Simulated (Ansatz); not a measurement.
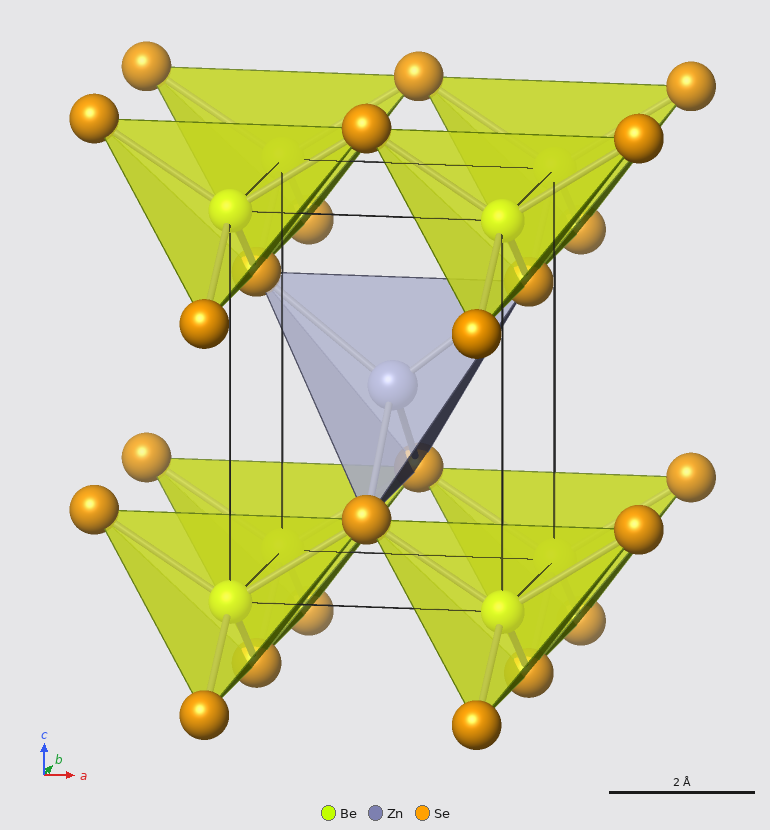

A polyhedral rendering, viewed slightly off an axis. The conventional unit cell is drawn as a box. A few atoms beyond the faces are included.

BeZnSe2, space group P-4m2 (No. 115), a = 3.837 Å, b = 3.837 Å, c = 5.516 Å, α = 90.00°, β = 90.00°, γ = 90.00°. Starting structure: a structure type filled with these elements by a generator (whether the compound takes this form wasn't checked). Earlier steps of the study may have refined or changed the cell and positions. It was the input of a calculation with Ansatz.

This one geometry was computed with Ansatz (DFT, plane waves, PAW) at three levels of theory: r2SCAN, PBEsol and PBE.

Which level gives the highest pressure at this volume, and what does that say about its equilibrium volume?

Answer. Highest: PBE (0.0 GPa), which points to the largest equilibrium volume. Lowest, with the smallest volume: PBEsol (-2.7 GPa). Levels within 0.5 GPa of each other can't be told apart.

How does the band gap change with the level of theory?

Answer. PBEsol: a gap of 2.15 eV, direct; PBE: a gap of 2.27 eV, direct; r2SCAN: a gap of 2.88 eV, direct.

Collect the results in a table.

Answer.
| level | cutoff (eV) | k-mesh of the run's cell | gap (eV) | pressure (GPa) |
| --- | --- | --- | --- | --- |
| r2SCAN | 500 | 8×8×6 | 2.88 | -1.6 |
| PBEsol | 420 | 8×8×6 | 2.15 | -2.7 |
| PBE | 420 | 8×8×6 | 2.27 | 0.0 |

Gaps are taken on the k-mesh or band path of each run.
